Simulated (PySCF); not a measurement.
C₂H₁₀NO, charge +1, SMILES `[NH4+].CCO`.

Level of theory: PBE0/def2-SVP (PySCF), at a geometry from GFN2-xTB. The pair's geometry is semi-empirical, so its contact may be too short or too long. Without diffuse functions Rydberg states are missing, so the states' numbers hold for this basis only.

Coordinates in Å:

```
N1      -2.3131    0.3604   -0.0566
H2      -2.6580    0.0789   -0.9778
H3      -1.3310   -0.1138    0.1140
H4      -2.9712    0.0415    0.6584
H5      -2.2329    1.3790   -0.0187
C6       1.7680    0.7854    0.1743
C7       1.0900   -0.4093   -0.4722
O8      -0.0450   -0.8632    0.2856
H9       2.6119    1.0921   -0.4351
H10      2.1416    0.5286    1.1633
H11      1.0869    1.6290    0.2648
H12      1.7924   -1.2396   -0.5768
H13      0.7003   -0.1590   -1.4604
H14      0.2636   -1.1103    1.1673
```

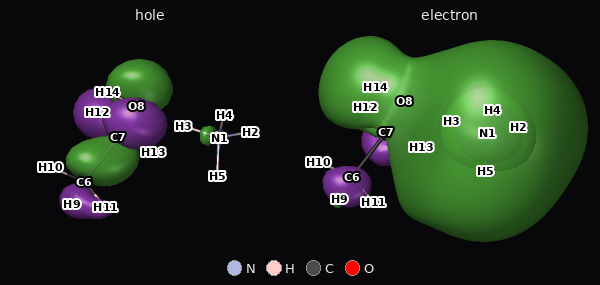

Leading natural transition orbital pair of S₁ (TDA singlet states); the surfaces enclose about 85 % of each orbital's density.

> Characterise the state.

7.68 eV (162 nm), f = 0.010, charge transfer, whose energy this functional puts too low; the leading pair carries 100 %; hole on O8 (51 %), C7 (16 %) and C6 (12 %), electron on H5 (19 %), N1 (19 %) and H2 and H4 (17 % each); their centroids lie 2.7 Å apart. In canonical orbitals it is mainly HOMO → LUMO (97 %). The HOMO–LUMO gap is 8.75 eV.
